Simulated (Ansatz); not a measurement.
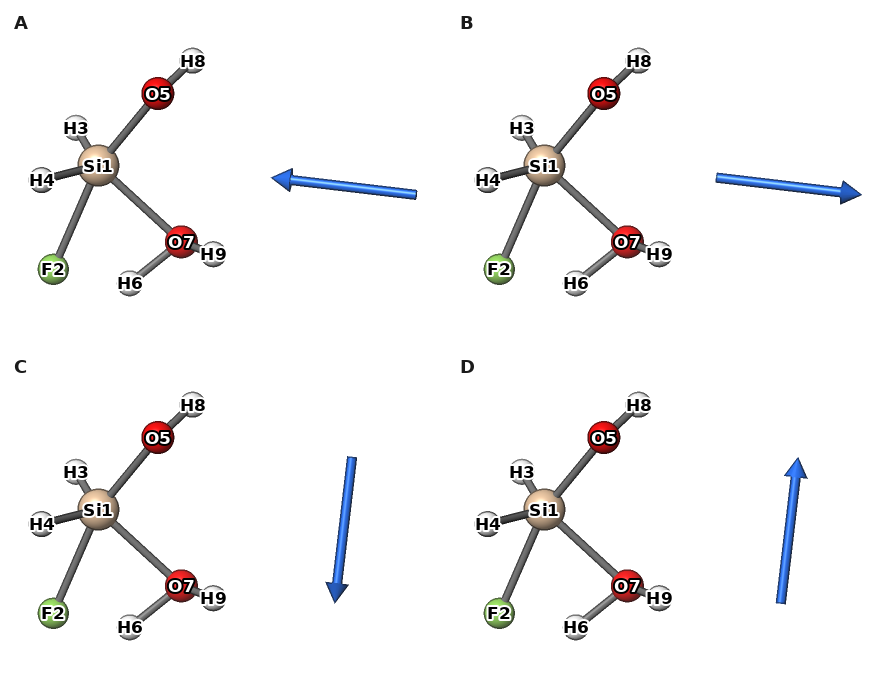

The same molecule four times, each with an arrow. The computed structure is the end point of a PBE0-D4/def2-TZVP saddle-point search. Properties computed with RKS PBE0-D4/def2-TZVP (Ansatz 0.2.0).

Which arrow points along the dipole moment, from the negative to the positive end?

Answer. B. The dipole moment is 2.96 D; it points from the side of F2, H3, H4 to the side of H9 (the outermost atoms at the two ends).
